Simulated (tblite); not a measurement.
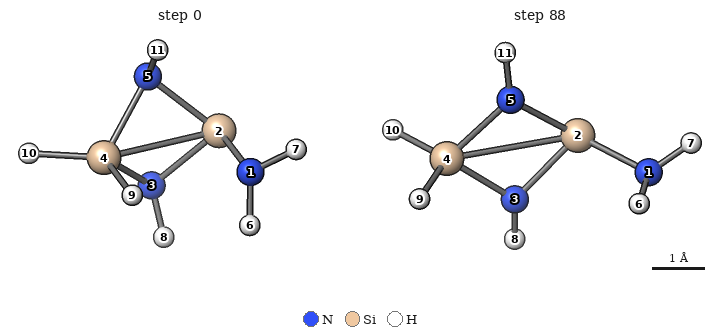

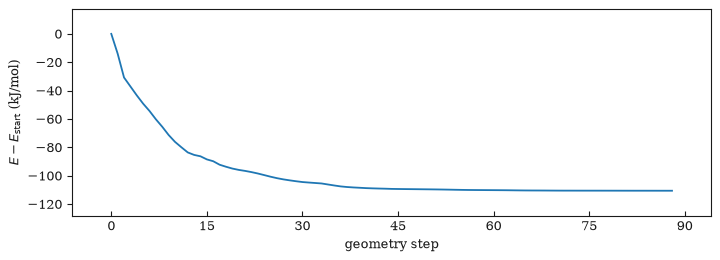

First and last geometry of a relaxation of Si2N3H6 (multiplicity 2), with the history of the run. A ball-and-stick model, seen at a tilt.

The calculation used GFN2-xTB geometry optimisation, gas phase (tblite). 

Read the history and describe the run.

It converged. The largest move after the best rigid fit is that of H9, 1.40 Å. By element the largest moves are H 1.40 Å, N 0.89 Å, Si 0.33 Å. Near-neighbour distances that change, for instance: Si2–Si4 2.393 → 2.609 Å, N1–Si2 1.816 → 1.725 Å, N3–Si4 1.784 → 1.734 Å, Si4–N5 1.788 → 1.739 Å. Among the angles between lasting bonds that change: N1–Si2–Si4 87.3° → 127.4°, Si2–Si4–H9 90.7° → 125.9°, Si2–Si4–H10 152.4° → 120.8°. Over 88 geometry steps the energy falls by 110.6 kJ/mol. The run took 0.35 s on 1 thread of Intel(R) Xeon(R) 6975P-C (shared host).
